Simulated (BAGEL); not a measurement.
# C2HCl2F3 (SMILES FC(F)(F)C(Cl)Cl): RI-MP2/def2-SVP (density fitting with cc-pvqz-jkfit)

Aim: the energy change on altering one bond length of C2HCl2F3 at RI-MP2/def2-SVP (density fitting with cc-pvqz-jkfit), from 2 runs. 

Program for the calculation: BAGEL 1.2.2.

5 further runs of the same task are left out: 3 that didn't finish, 2 set aside as unsound or not needed.

### Step 1. The structure to begin with

C2HCl2F3: 8 atoms, total charge 0, spin state singlet. As SMILES, `FC(F)(F)C(Cl)Cl`. The shape is that of a PBE0-D4/def2-TZVP optimisation.

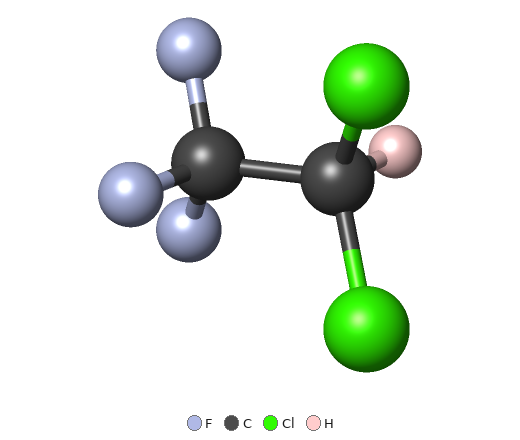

Viewed from a chosen angle; fluorine light blue, carbon dark grey, chlorine green, hydrogen pink.

### Step 2. A single-point energy at RI-MP2/def2-SVP (density fitting with cc-pvqz-jkfit)

File input.json:

```json
{ "bagel" : [

{
  "title" : "molecule",
  "basis" : "svp",
  "df_basis" : "cc-pvqz-jkfit",
  "angstrom" : true,
  "geometry" : [
    { "atom" : "F", "xyz" : [   -0.219880,   -1.335100,    1.156620 ] },
    { "atom" : "C", "xyz" : [    0.179750,   -0.765020,    0.020570 ] },
    { "atom" : "F", "xyz" : [    1.491790,   -0.966290,   -0.095440 ] },
    { "atom" : "F", "xyz" : [   -0.429870,   -1.366410,   -0.989900 ] },
    { "atom" : "C", "xyz" : [   -0.109700,    0.739490,    0.067610 ] },
    { "atom" : "Cl", "xyz" : [   -1.826720,    1.018760,    0.311060 ] },
    { "atom" : "Cl", "xyz" : [    0.489820,    1.517250,   -1.388840 ] },
    { "atom" : "H", "xyz" : [    0.424790,    1.157290,    0.918320 ] }
  ]
},
{ "title" : "hf" },
{ "title" : "mp2", "ncore" : 15 }

]}
```

Command:

```
$ BAGEL_NUM_THREADS=1 BAGEL input.json > input.out
```

The program printed:

```text
* using 1 threads per process

  ===============================================================
  ===============================================================

  *** Geometry ***

  { "atom" : "F", "xyz" : [     -0.415513,     -2.522973,      2.185695 ] },
  { "atom" : "C", "xyz" : [      0.339678,     -1.445678,      0.038872 ] },
  { "atom" : "F", "xyz" : [      2.819075,     -1.826023,     -0.180355 ] },
  { "atom" : "F", "xyz" : [     -0.812337,     -2.582141,     -1.870640 ] },
  { "atom" : "C", "xyz" : [     -0.207303,      1.397434,      0.127764 ] },
  { "atom" : "Cl", "xyz" : [     -3.452001,      1.925177,      0.587818 ] },
  { "atom" : "Cl", "xyz" : [      0.925626,      2.867187,     -2.624527 ] },
  { "atom" : "H", "xyz" : [      0.802737,      2.186961,      1.735373 ] },

  Number of auxiliary basis functions:      877

  Since a DF basis is specified, we compute 2- and 3-index integrals:
    o Being stored without compression. Storage requirement is 0.086 GB

  Number of basis functions:      111
  Number of electrons      :       74

    * METHOD: MOLECULE                             0.82

  *** RHF ***

  === Nuclear Repulsion ===
   493.1800326538

      * DIIS with orbital gradients will be used.

  === RHF iteration (svp) ===
      0      -1292.77807044          0.01670985           0.33
      1      -1292.94066813          0.01129713           0.32
      2      -1293.03577175          0.00109632           0.31
      3      -1293.03771146          0.00037937           0.32
      4      -1293.03787799          0.00008705           0.31
      5      -1293.03789470          0.00002463           0.32
      6      -1293.03789592          0.00000743           0.32
      7      -1293.03789602          0.00000180           0.31
      8      -1293.03789603          0.00000072           0.32
      9      -1293.03789603          0.00000031           0.32
     10      -1293.03789603          0.00000009           0.32
     11      -1293.03789603          0.00000004           0.32
     12      -1293.03789603          0.00000001           0.32
     13      -1293.03789603          0.00000000           0.32
    * SCF iteration converged.

    * Permanent dipole moment:
           (   -0.173382,    -0.476804,    -0.376501) a.u.

    * METHOD: HF                                   4.90

  *** RHF ***

  === Nuclear Repulsion ===
   493.1800326538

      * DIIS with orbital gradients will be used.

  === RHF iteration (svp) ===
      0      -1293.03789603          0.00000000           0.31
    * SCF iteration converged.

    * Permanent dipole moment:
           (   -0.173382,    -0.476805,    -0.376501) a.u.

  === DF-MP2 calculation ===

    * freezing 15 orbitals
    * 3-index integral transformation done
    * assembly done

      MP2 correlation energy:   -1.0835398377      0.21

      MP2 total energy:       -1294.1214358664

    * METHOD: MP2                                  0.87

  ===============================================================
```

Wall time 6.9 s (1 thread of Arm Neoverse V2, shared host); peak memory 0.29 GiB.

### Step 3. The distorted shape, same level

File calc.json:

```json
{ "bagel" : [

{
  "title" : "molecule",
  "basis" : "svp",
  "df_basis" : "cc-pvqz-jkfit",
  "angstrom" : true,
  "geometry" : [
    { "atom" : "F", "xyz" : [       1.840565,      -1.670227,       0.864477 ] },
    { "atom" : "C", "xyz" : [       2.240195,      -1.100147,      -0.271573 ] },
    { "atom" : "F", "xyz" : [       3.552235,      -1.301417,      -0.387583 ] },
    { "atom" : "F", "xyz" : [       1.630575,      -1.701537,      -1.282043 ] },
    { "atom" : "C", "xyz" : [       1.950745,       0.404363,      -0.224533 ] },
    { "atom" : "Cl", "xyz" : [      -1.826720,       1.018760,       0.311060 ] },
    { "atom" : "Cl", "xyz" : [       2.550265,       1.182123,      -1.680983 ] },
    { "atom" : "H", "xyz" : [       2.485235,       0.822163,       0.626177 ] }
  ]
},

{
  "title" : "hf"
},

{
  "title" : "mp2",
  "ncore" : 15
}

]}
```

Command:

```
$ BAGEL_NUM_THREADS=1 BAGEL calc.json > calc.out
```

The program printed:

```text
* using 1 threads per process

  ===============================================================
  ===============================================================

  *** Geometry ***

  { "atom" : "F", "xyz" : [      3.478164,     -3.156272,      1.633625 ] },
  { "atom" : "C", "xyz" : [      4.233355,     -2.078977,     -0.513199 ] },
  { "atom" : "F", "xyz" : [      6.712751,     -2.459322,     -0.732426 ] },
  { "atom" : "F", "xyz" : [      3.081340,     -3.215439,     -2.422710 ] },
  { "atom" : "C", "xyz" : [      3.686374,      0.764135,     -0.424306 ] },
  { "atom" : "Cl", "xyz" : [     -3.452001,      1.925177,      0.587818 ] },
  { "atom" : "Cl", "xyz" : [      4.819302,      2.233889,     -3.176597 ] },
  { "atom" : "H", "xyz" : [      4.696414,      1.553663,      1.183303 ] },

  Number of auxiliary basis functions:      877

  Since a DF basis is specified, we compute 2- and 3-index integrals:
    o Being stored without compression. Storage requirement is 0.086 GB

  Number of basis functions:      111
  Number of electrons      :       74

    * METHOD: MOLECULE                             0.85

  *** RHF ***

  === Nuclear Repulsion ===
   419.8180983128

      * DIIS with orbital gradients will be used.

  === RHF iteration (svp) ===
      0      -1292.40527605          0.01863544           0.38
      1      -1292.01009925          0.02180409           0.37
      2      -1292.65953943          0.00802637           0.36
      3      -1292.72970413          0.00410541           0.34
      4      -1292.79110768          0.00121296           0.33
      5      -1292.80192139          0.00161367           0.34
      6      -1292.80453864          0.00121195           0.34
      7      -1292.80681195          0.00033483           0.35
      8      -1292.80709112          0.00008890           0.34
      9      -1292.80710976          0.00004674           0.35
     10      -1292.80713251          0.00003237           0.37
     11      -1292.80714921          0.00002576           0.37
     12      -1292.80717192          0.00001849           0.35
     13      -1292.80718021          0.00001837           0.37
     14      -1292.80718764          0.00000738           0.35
     15      -1292.80718921          0.00000339           0.35
     16      -1292.80718936          0.00000152           0.35
     17      -1292.80718937          0.00000055           0.37
     18      -1292.80718937          0.00000034           0.37
     19      -1292.80718937          0.00000038           0.37
     20      -1292.80718937          0.00000011           0.38
     21      -1292.80718937          0.00000007           0.38
     22      -1292.80718937          0.00000006           0.38
     23      -1292.80718937          0.00000004           0.38
     24      -1292.80718937          0.00000003           0.37
     25      -1292.80718937          0.00000002           0.38
     26      -1292.80718937          0.00000001           0.38
     27      -1292.80718937          0.00000001           0.38
    * SCF iteration converged.

    * Permanent dipole moment:
           (   -2.578173,    -0.180370,     0.278230) a.u.

    * METHOD: HF                                  10.66

  *** RHF ***

  === Nuclear Repulsion ===
   419.8180983128

      * DIIS with orbital gradients will be used.

  === RHF iteration (svp) ===
      0      -1292.80718937          0.00000000           0.37
    * SCF iteration converged.

    * Permanent dipole moment:
           (   -2.578173,    -0.180370,     0.278229) a.u.

  === DF-MP2 calculation ===

    * freezing 15 orbitals
    * 3-index integral transformation done
    * assembly done

      MP2 correlation energy:   -1.1499521691      0.24

      MP2 total energy:       -1293.9571415408

    * METHOD: MP2                                  1.01

  ===============================================================
```

Run time: 13 s. Hardware: 1 thread of Arm Neoverse V2, shared host; peak memory 0.29 GiB.

### Step 4. Summary of results

At RI-MP2/def2-SVP (density fitting with cc-pvqz-jkfit), 15 core orbitals frozen:

| quantity | value |
| --- | --- |
| first shape: total energy | -1294.12144 Eh |
| first shape: correlation energy (15 core orbitals frozen) | -1083.5 mEh |
| distorted shape: total energy | -1293.95714 Eh |
| distorted shape: correlation energy (15 core orbitals frozen) | -1150.0 mEh |
| energy change with the C5–Cl6 bond stretched from 1.757 to 3.864 Å | 4.471 eV |

**Reading.** One bond (distorted shape) is far stretched, which a spin-restricted single reference describes badly; perturbation theory on it can break down and give far too much correlation. With the C5–Cl6 bond stretched from 1.757 to 3.864 Å the energy rises by 4.47 eV (431 kJ/mol). The first shape isn't relaxed at this level, so the change isn't measured from a minimum. A restricted reference can't describe the breaking bond well at this length.
